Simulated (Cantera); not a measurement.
A closed system holds: 1 mol SiH2Cl2, 0.0097 mol Cl2, 8.8 mol N2, held at 9.40 mbar.

Cantera equilibrium calculation (NASA polynomials, part measured and part estimated; ideal gas, pure solids and liquids). Candidate condensed phases: NH4Cl, Si, Si3N4; 28 gas species. N2 is the only nitrogen source here; it is nearly inert below about 1500 K, so the nitride shown seldom forms there in practice. The tables' values for SiCl3 are old estimates; treat these amounts as uncertain. Kinetics and transport are ignored.

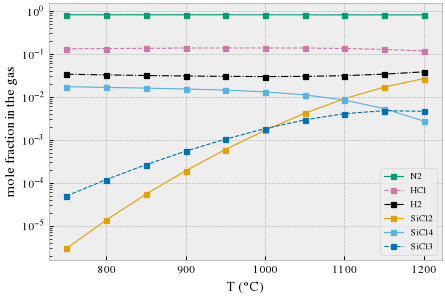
*Equilibrium gas composition (values under 1e-9 drawn at 1e-9)*

Q: Read off the mole fractions at 750 °C.

A: N2 about 0.82, HCl about 0.13, H2 about 0.034, SiCl4 about 0.017, SiCl3 about 4.9e-5, SiCl2 about 2.9e-6.
